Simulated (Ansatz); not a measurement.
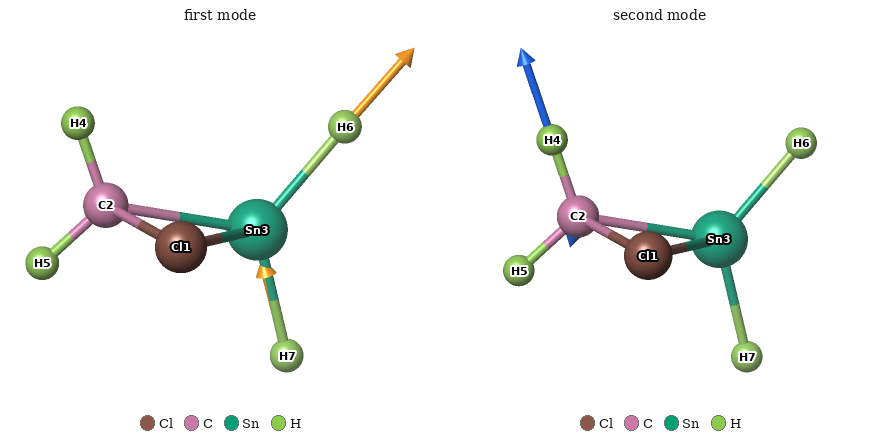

The system is CH4ClSn, charge +1; the picture shows the reference structure; its two panels give the patterns of the first and the second mode as arrows. The first coordinate is: normal mode 13 (2059 cm⁻¹); the second: normal mode 15 (3249 cm⁻¹). Nothing is relaxed (straight displacements along the two mass-weighted modes). The scan uses a 13 × 13 grid; 85 points were computed and 84 follow by symmetry. Points are written as (first, second). Energies: kJ/mol, counted from the lowest grid point. These are results of RKS PBE0-D4/def2-TZVP in Ansatz 0.2.0, not measurements.

Its coordinates:

```xyz
7

Cl   -0.5137   -1.5202    0.7269
C    -0.7777   -0.3102   -0.6123
Sn    0.8236    0.6563    0.3665
H    -1.7712    0.1154   -0.5163
H    -0.5836   -0.7882   -1.5669
H     0.4409    1.6618    1.6595
H     2.3817    0.1851   -0.0574
```

Range: normal mode 13 (2059 cm⁻¹) from −0.196 to 0.196 amu½·Å; normal mode 15 (3249 cm⁻¹) from −0.124 to 0.124 amu½·Å.

Predict the map.

The lowest grid point is at (0.000 amu½·Å, 0.000 amu½·Å). It is the only kind of minimum in the scanned range. The highest grid point, (−0.196 amu½·Å, 0.124 amu½·Å), lies 59.2 kJ/mol above the lowest.

```
second ↓, first →  −0.196  −0.164  −0.131  −0.098  −0.065  −0.033  0.000  0.033  0.065  0.098  0.131  0.164  0.196
            0.124    59.2    50.0    42.6    36.8    32.8    30.4   29.6   30.3   32.8   36.8   42.5   50.0   59.1
            0.104    50.0    40.8    33.4    27.7    23.6    21.2   20.4   21.2   23.6   27.7   33.4   40.8   50.0
            0.083    42.6    33.4    26.0    20.3    16.2    13.8   13.0   13.8   16.2   20.3   26.0   33.4   42.6
            0.062    36.9    27.7    20.3    14.6    10.5     8.1    7.3    8.1   10.5   14.6   20.3   27.7   36.9
            0.041    32.8    23.6    16.2    10.5     6.4     4.0    3.2    4.0    6.4   10.5   16.2   23.6   32.8
            0.021    30.4    21.2    13.8     8.1     4.0     1.6    0.8    1.6    4.0    8.1   13.8   21.2   30.4
            0.000    29.6    20.4    13.0     7.3     3.2     0.8    0.0    0.8    3.2    7.3   13.0   20.4   29.6
           −0.021    30.4    21.2    13.8     8.1     4.0     1.6    0.8    1.6    4.0    8.1   13.8   21.2   30.4
           −0.041    32.8    23.6    16.2    10.5     6.4     4.0    3.2    4.0    6.4   10.5   16.2   23.6   32.8
           −0.062    36.9    27.7    20.3    14.6    10.5     8.1    7.3    8.1   10.5   14.6   20.3   27.7   36.9
           −0.083    42.6    33.4    26.0    20.3    16.2    13.8   13.0   13.8   16.2   20.3   26.0   33.4   42.6
           −0.104    50.0    40.8    33.4    27.7    23.6    21.2   20.4   21.2   23.6   27.7   33.4   40.8   50.0
           −0.124    59.1    50.0    42.5    36.8    32.8    30.3   29.6   30.4   32.8   36.8   42.6   50.0   59.2
```

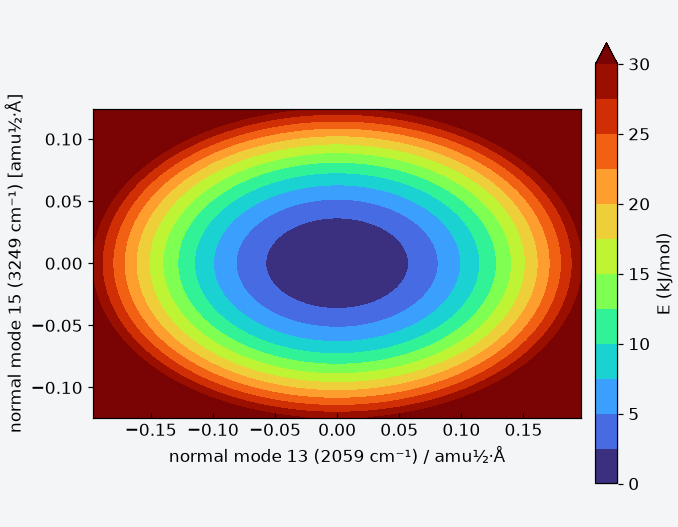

Drawn: filled contours, one colour for all values above the top of the scale. Between grid points the surface is interpolated.

Time for the 85 points that were run: 6.2 min on 1 thread of Intel(R) Xeon(R) 6975P-C (Granite Rapids), with other jobs on the host.
